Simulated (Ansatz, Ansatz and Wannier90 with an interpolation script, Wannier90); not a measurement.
**BaTiO3 (Barioperovskite): what limits a Wannier interpolation of GW**

Aim: vary the Wannier model and the GW settings for BaTiO3 (Barioperovskite) and see what the interpolated bands lose.

Program: Wannier90 4.0.3. Level of theory: maximally localised Wannier functions from the overlaps of LDA states (plane waves, PAW). Results are calculated unless marked as measured.

### Step 1. Starting point

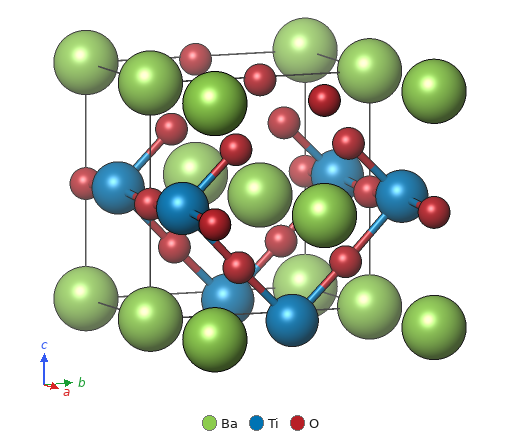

The starting structure, seen slightly off an axis (barium green, titanium blue, oxygen red). 2×1×1 cells are drawn. This picture shows the conventional cell, with its axes. Some periodic images of atoms are drawn too.

The cell and positions come from the Crystallography Open Database and are kept as given unless a step says otherwise. Spin-orbit coupling is left out unless a step names it.

### Step 2. Wannier model on 8×8×8, by Wannier90

Localised functions give a small Hamiltonian that interpolates between mesh points at no cost.

w.win reads:

```
num_iter = 1200
conv_tol = 1.0e-8
conv_window = 5
dis_num_iter = 4000
dis_conv_tol = 1.0e-8
dis_mix_ratio = 0.7
write_hr = true
use_ws_distance = false
num_print_cycles = 50
! ansatz wannier90 interface
! projections by site (counted from 0) and shell: 2 2P, 3 2P, 4 2P, 1 3D
! states of the run's bands (counted from 1): 1-31
num_bands = 31
num_wann  = 14
dis_win_min = 5.25
dis_win_max = 18.61
dis_froz_min = 5.25
dis_froz_max = 13.99
guiding_centres = true

begin unit_cell_cart
Ang
                   3.9855                      0.0                      0.0
                      0.0                   2.8369                  2.84515
                      0.0                  -2.8369                  2.84515
end unit_cell_cart

begin atoms_frac
Ba                       0.0                      0.0                      0.0
Ti                       0.5                   0.5124                   0.5124
O                        0.0                   0.4874                   0.4874
O                        0.5                  0.50524                  0.99184
O                        0.5                  0.99184                  0.50524
end atoms_frac

mp_grid = 8 8 8

[... the mesh's points ...]
```

Started as:

```sh
> OMP_NUM_THREADS=1 mpirun -n 8 wannier90.x w > wannier90.x.log
```

Numbers of over 12 decimals in the logs are rounded to 6 here.

The program printed:

```text
TEM
                                    ------

                              Lattice Vectors (Ang)
                    a_1     3.985500   0.000000   0.000000
                    a_2     0.000000   2.836900   2.845150
                    a_3     0.000000  -2.836900   2.845150

                   Unit Cell Volume:      64.33718  (Ang^3)

                        Reciprocal-Space Vectors (Ang^-1)
                    b_1     1.576511   0.000000  -0.000000
                    b_2    -0.000000   1.107403   1.104192
                    b_3     0.000000  -1.107403   1.104192

 *----------------------------------------------------------------------------*
 |   Site       Fractional Coordinate          Cartesian Coordinate (Ang)     |
 +----------------------------------------------------------------------------+
 | ba   1   0.00000   0.00000   0.00000   |    0.00000   0.00000   0.00000    |
 | ti   1   0.50000   0.51240   0.51240   |    1.99275   0.00000   2.91571    |
 | o    1   0.00000   0.48740   0.48740   |    0.00000  -0.00000   2.77345    |
 | o    2   0.50000   0.50524   0.99184   |    1.99275  -1.38044   4.25942    |
 | o    3   0.50000   0.99184   0.50524   |    1.99275   1.38044   4.25942    |
 *----------------------------------------------------------------------------*
                                ------------
                                K-POINT GRID
                                ------------

             Grid size =  8 x  8 x  8      Total points =  512

 *---------------------------------- MAIN ------------------------------------*
 |  Number of Wannier Functions               :                14             |
 |  Number of Objective Wannier Functions     :                14             |
 |  Number of input Bloch states              :                31             |
 |  Output verbosity (1=low, 5=high)          :                 1             |
 |  Timing Level (1=low, 5=high)              :                 1             |
 |  Optimisation (0=memory, 3=speed)          :                 3             |
 |  Length Unit                               :               Ang             |
 |  Post-processing setup (write *.nnkp)      :                 F             |
 |  Using Gamma-only branch of algorithms     :                 F             |
 *----------------------------------------------------------------------------*
 *------------------------------- WANNIERISE ---------------------------------*
 |  Total number of iterations                :              1200             |
 |  Number of CG steps before reset           :                 5             |
 |  Trial step length for line search         :             2.000             |
 |  Convergence tolerence                     :         0.100E-07             |
 |  Convergence window                        :                 5             |
[...]
------------------------------------------------------------------------------
 Initial State
  WF centre and spread    1  ( -0.000000, -0.000000,  2.746344 )     1.33147410
  WF centre and spread    2  ( -0.000000, -0.000000,  2.764177 )     0.84751919
  WF centre and spread    3  ( -0.000000,  0.000000,  2.775644 )     1.33865601
[...]
Sum of centres and spreads ( 21.920250,  0.000000, 48.459654 )    15.21226274

      0     0.152E+02     0.0000000000       15.2122627431       1.05  <-- CONV
        O_D=      0.0012586 O_OD=      0.4982201 O_TOT=     15.2122627 <-- SPRD
 ------------------------------------------------------------------------------
 Cycle:      1
[...]
Sum of centres and spreads ( 21.920250,  0.000000, 48.459665 )    15.15219394

      1    -0.601E-01     0.1103595761       15.1521939359       1.07  <-- CONV
        O_D=      0.0013478 O_OD=      0.4380620 O_TOT=     15.1521939 <-- SPRD
 Delta: O_D=  0.8924582E-04 O_OD= -0.6015805E-01 O_TOT= -0.6006881E-01 <-- DLTA
 ------------------------------------------------------------------------------
 Cycle:     50
[...]
Sum of centres and spreads ( 21.920250,  0.000000, 48.459533 )    15.02299281

     50    -0.588E-08     0.0000565051       15.0229928072       1.91  <-- CONV
        O_D=      0.0006979 O_OD=      0.3095108 O_TOT=     15.0229928 <-- SPRD
 Delta: O_D= -0.1641295E-08 O_OD= -0.4237808E-08 O_TOT= -0.5879102E-08 <-- DLTA
 ------------------------------------------------------------------------------

             <<<     Delta < 1.000E-08  over  5 iterations     >>>
             <<< Wannierisation convergence criteria satisfied >>>

 Final State
[...]
WF centre and spread   13  (  1.992750,  0.000000,  2.930470 )     0.83531222
  WF centre and spread   14  (  1.992750, -0.000000,  2.914693 )     1.01599180
  Sum of centres and spreads ( 21.920250,  0.000000, 48.459532 )    15.02299280

         Spreads (Ang^2)       Omega I      =    14.712784099
        ================       Omega D      =     0.000697858
                               Omega OD     =     0.309510844
    Final Spread (Ang^2)       Omega Total  =    15.022992801
 ------------------------------------------------------------------------------

 Writing checkpoint file w.chk... done

 *---------------------------------------------------------------------------*
 |                               PLOTTING                                    |
 *---------------------------------------------------------------------------*

 *===========================================================================*
 |                             TIMING INFORMATION                            |
 *===========================================================================*
 |    Tag                                                Ncalls      Time (s)|
 |---------------------------------------------------------------------------|
 |kmesh: get                                        :         1         0.144|
 |overlap: read                                     :         1         3.152|
 |dis: main                                         :         1         1.093|
 |wann: main                                        :         1         0.883|
 |plot: main                                        :         1         0.234|
 *---------------------------------------------------------------------------*
 All done: wannier90 exiting
```

The job ended after 6.8 s (8 MPI ranks of Arm Neoverse V1, shared host; 52 s of CPU time).

This step gave:

```yaml
gauge_invariant_spread: 14.71 Å²
diagonal_spread: 6.98e-4 Å²
off_diagonal_spread: 0.3095 Å²
total_spread: 15.02 Å²
disentanglement_steps: 117
r_m_s_interpolation_error: 9.59e-5 eV
r_m_s_error_near_the_gap: 9.98e-5 eV
```

Near the gap the model misses directly solved bands by 0.1 meV r.m.s. and by 1 meV at most in the window tested. This tests the starting bands, not the corrections carried with them.

### Step 3. Wannier model on 8×8×8, by the program's own minimiser

This step: maximally localised Wannier functions, LDA, plane waves, PAW.

input.yaml reads:

```yaml
crystal:
  lattice:
    - [3.9855, 0.0, 0.0]
    - [0.0, 2.8369, 2.84515]
    - [0.0, -2.8369, 2.84515]
  atoms:
    - { symbol: Ba, position: [0.0, 0.0, 0.0] }
    - { symbol: Ti, position: [0.5, 0.5124, 0.5124] }
    - { symbol: O, position: [0.0, 0.4874, 0.4874] }
    - { symbol: O, position: [0.5, 0.50524, 0.99184] }
    - { symbol: O, position: [0.5, 0.99184, 0.50524] }
kpoints:
  mp_grid: { grid: [4, 4, 4] }
hamiltonian:
  xc: lda
scf:
  occupations: { method: fixed }
  n_extra_bands: 34
output:
  wannier:
    kmesh: [8, 8, 8]
    projections: [{ species: O, l: p, shell: 2 }, { species: Ti, l: d, shell: 3 }]
    minimise: true
    write_hr: true
    seedname: w
    conv_tol: 1.0e-06
    max_iter: 20000
    stability_check: false
    disentanglement:
      window: [5.25, 18.61]
      frozen_window: [5.25, 13.99]
      conv_tol: 1.0e-08
```

Started as:

```sh
> ansatz run input.yaml --threads 8 --pin off --max-ram 18432MiB --backend cpu --events-out ev --progress --plain --runs-dir out
```

The program printed:

```text
scf.n_extra_bands = 34 over 20 filled bands (N_el = 40.0): the run solves 54 bands
Engine: ansatz 0.2.0, aarch64-unknown-linux-gnu
Pseudopotentials: kind: paw
Pseudopotential: Ba, paw, valence charge 10, recommended cutoff 420 eV (normal), Ba.paw.azcp
Pseudopotential: Ti, paw, valence charge 12, recommended cutoff 420 eV (normal), Ti.paw.azcp
Pseudopotential: O, paw, valence charge 6, recommended cutoff 420 eV (normal), O.paw.azcp
Functional definition: SPW92
  exchange = slater_x
  correlation = pw_c
Crystal: 5 atoms, lattice volume = 64.337 Å³
Basis set: ecut = 420 eV, 1249 PW (Γ)
Bands: 54, of which v1, the nominal top of the filled ones, is band 20 counted from 1 (19 counted from 0)
Symmetry: 4 space group operations
Space group: Amm2 (ITA 38), of the structure as read, at distance tolerance 4.0e-5 Å
k-points: 21 of 64 (time reversal used)
Non-local potential: Ba, projectors of the file, l = 0: 3, l = 1: 2, l = 2: 2, l = 3: 2
Non-local potential: Ti, projectors of the file, l = 0: 3, l = 1: 2, l = 2: 3, l = 3: 1
Non-local potential: O, projectors of the file, l = 0: 2, l = 1: 2, l = 2: 1
PAW form: soft (Blöchl's): semilocal exchange-correlation on the pseudo side does not see the compensation charge
PAW frozen core: Ba, regenerated for the run's functional, and the local potential with it (the file was generated under x = pbe(κ = 0.804, μ = 0.219515), c = pbe(β = 0.066725))
PAW frozen core: Ti, regenerated for the run's functional, and the local potential with it (the file was generated under x = pbe(κ = 0.804, μ = 0.219515), c = pbe(β = 0.066725))
[...]
SCF 1 converged in 8 iterations: F = -9904.388729 eV  dr2 = 1.91e-8
[...]
NSCF: frozen V_eff on 108 k-points
the Wannier pass solved 108 of the 512 points of its mesh, and has the states at the others by symmetry: states obtained by the crystal's operations at points that were solved too leave a residual of 4.21e-13 eV (read by the count's bands and the next), within 1.11e-5 eV
SCF converged after 8 iterations
Free energy (F): -9904.388729 eV
Harris-Foulkes:  -9904.388729 eV  (|F-HF|=1.10e-8)
Internal energy: -9904.388729 eV  (E = F + TS)
E sigma→0 (E₀):  -9904.388729 eV
Fermi energy:    9.875317 eV
--- Per-component energies (eV) ---
  E_band       = -151.896058
  E_kinetic    = 964.492177
  E_local      = -2107.402531  (includes V_loc(G=0)·N_el)
  E_nonlocal   = 215.980049
  E_hartree    = 816.191001
  E_xc         = -484.721015
  E_vxc        = -541.942111  (∫ρ·V_xc dr)
  E_paw        = -6494.578227  (= ΣΔE_a)
  E_vpaw       = -315.411078  (= ΣTr[D̂ρ^β])
  E_aug_tail   = 0.007516  (compensation charges beyond the density's cutoff)
  E_ewald      = -2815.256928
  E_core_change = 0.899230  (= ΣΔE_core)
  E_smearing   = -0.000000  (= −TS)
  E_closure    = 0.000000  (closes the sum)
  Σ components = -9904.388729   (vs F -9904.388729, Δ=0.00e0)
--- Band table (eV; the first three rows and the last of 21) ---
  k-point 0: bands = [... 16 lower, 8.7484, 9.5552, 9.6661, 9.7125, 11.6928, 11.7568, 11.9207, 13.9748, ... 30 higher]
  k-point 1: bands = [... 16 lower, 8.4230, 8.6557, 9.2959, 9.4019, 11.8544, 12.6419, 12.6973, 14.0092, ... 30 higher]
  k-point 2: bands = [... 16 lower, 8.0266, 8.1945, 9.0852, 9.1676, 11.9199, 13.4132, 13.4411, 14.0060, ... 30 higher]
  k-point 20: bands = [... 16 lower, 7.5383, 9.8287, 9.8648, 9.8753, 14.0510, 14.0927, 14.1034, 16.5350, ... 30 higher]
Wannier search: line search 1 of at most 20000: gauge-dependent spread (as the search counts it) 0.4393769 Å², largest recent change 6.0e-2 Å² against conv_tol 1.0e-6 Å², 0 stops escaped
```

Wall time 11 s (8 threads); peak memory 1 GiB.

This step gave:

| Quantity | Value |
| --- | --- |
| gauge-invariant spread | 14.71 Å² |
| diagonal spread | 6.97e-4 Å² |
| off-diagonal spread | 0.3095 Å² |
| total spread | 15.02 Å² |
| least projectability | 0.6504 |
| localisation steps | 37 |
| disentanglement steps | 113 |
| r.m.s. interpolation error | 9.50e-5 eV |
| r.m.s. error near the gap | 9.88e-5 eV |

Near the gap the model misses directly solved bands by 0.1 meV r.m.s. and by 1 meV at most in the window tested. This tests the starting bands, not the corrections carried with them.

Frozen up to 4.12 eV; above it the model need not follow the bands. The electronic bands at the labelled points (eV, zero at the valence-band top; v1 is the highest filled band, c1 the lowest empty one):

| point | v4 | v3 | v2 | v1 | c1 | c2 | c3 | c4 |
| --- | --- | --- | --- | --- | --- | --- | --- | --- |
| Γ | -1.13 | -0.32 | -0.21 | -0.16 | 1.82 | 1.88 | 2.05 | 4.10 |
| Y | -1.65 | -0.88 | -0.84 | -0.10 | 3.55 | 3.61 | 3.96 | 5.02 |
| C0 | -1.65 | -0.88 | -0.84 | -0.10 | 3.55 | 3.61 | 3.96 | 5.02 |
| jump to Σ0 | -1.65 | -0.88 | -0.84 | -0.10 | 3.55 | 3.61 | 3.96 | 5.02 |
| Γ | -1.13 | -0.32 | -0.21 | -0.16 | 1.82 | 1.88 | 2.05 | 4.10 |
| Z | -1.82 | -1.74 | -0.79 | -0.74 | 1.99 | 3.51 | 3.59 | 4.08 |
| A0 | -2.34 | -0.05 | -0.01 | 0.00 | 4.18 | 4.22 | 4.23 | 7.64 |
| jump to E0 | -2.34 | -0.05 | -0.01 | 0.00 | 4.18 | 4.22 | 4.23 | 7.64 |
| T | -2.34 | -0.05 | -0.01 | 0.00 | 4.18 | 4.22 | 4.23 | 7.64 |
| Y | -1.65 | -0.88 | -0.84 | -0.10 | 3.55 | 3.61 | 3.96 | 5.02 |
| jump to Γ | -1.13 | -0.32 | -0.21 | -0.16 | 1.82 | 1.88 | 2.05 | 4.10 |
| S | -1.85 | -1.68 | -0.79 | -0.71 | 2.04 | 3.54 | 3.57 | 4.13 |
| R | -1.70 | -0.85 | -0.84 | -0.05 | 3.57 | 3.58 | 3.97 | 4.88 |
| Z | -1.82 | -1.74 | -0.79 | -0.74 | 1.99 | 3.51 | 3.59 | 4.08 |
| T | -2.34 | -0.05 | -0.01 | 0.00 | 4.18 | 4.22 | 4.23 | 7.64 |

The same for Kohn-Sham, solved directly:

| point | v4 | v3 | v2 | v1 | c1 | c2 | c3 | c4 |
| --- | --- | --- | --- | --- | --- | --- | --- | --- |
| Γ | -1.13 | -0.32 | -0.21 | -0.16 | 1.82 | 1.88 | 2.05 | 4.10 |
| Y | -1.65 | -0.88 | -0.84 | -0.10 | 3.55 | 3.61 | 3.96 | 4.97 |
| C0 | -1.65 | -0.88 | -0.84 | -0.10 | 3.55 | 3.61 | 3.96 | 4.97 |
| Σ0 | -1.65 | -0.88 | -0.84 | -0.10 | 3.55 | 3.61 | 3.96 | 4.97 |
| Γ | -1.13 | -0.32 | -0.21 | -0.16 | 1.82 | 1.88 | 2.05 | 4.10 |
| Z | -1.82 | -1.74 | -0.79 | -0.74 | 1.99 | 3.51 | 3.59 | 4.08 |
| A0 | -2.34 | -0.05 | -0.01 | 0.00 | 4.18 | 4.22 | 4.23 | 6.66 |
| E0 | -2.34 | -0.05 | -0.01 | 0.00 | 4.18 | 4.22 | 4.23 | 6.66 |
| T | -2.34 | -0.05 | -0.01 | 0.00 | 4.18 | 4.22 | 4.23 | 6.66 |
| Y | -1.65 | -0.88 | -0.84 | -0.10 | 3.55 | 3.61 | 3.96 | 4.97 |
| Γ | -1.13 | -0.32 | -0.21 | -0.16 | 1.82 | 1.88 | 2.05 | 4.10 |
| S | -1.85 | -1.68 | -0.79 | -0.71 | 2.04 | 3.54 | 3.57 | 4.13 |
| R | -1.70 | -0.85 | -0.84 | -0.05 | 3.57 | 3.58 | 3.97 | 4.83 |
| Z | -1.82 | -1.74 | -0.79 | -0.74 | 1.99 | 3.51 | 3.59 | 4.08 |

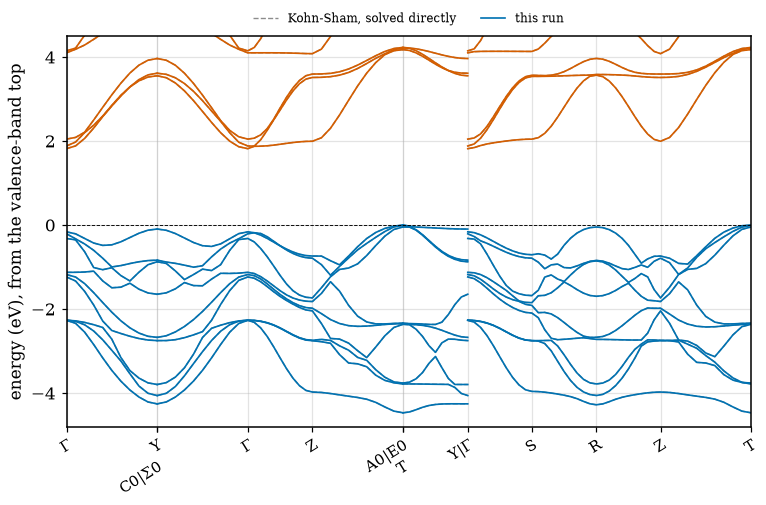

Electronic bands along the path; lines of filled and empty bands in two colours; dashed: Kohn-Sham, solved directly.

(Part 1 of 2 ends here.)

[Paths, hosts, dates, memory and timing lines, banners, echoed tables and standing remarks are left out of the program output.]

[Logs are printed without paths, hosts, clocks, repeated set-up lines and the standing remarks that a program may print on its own settings, such as how far it seeks lower states.]

[Runs of the session that timed out or met a known fault of the program may be left out.]

[Hosts, paths, dates, database ids (printed as entryN), source tags and the programs' standing remarks are cut or masked in the printed files.]
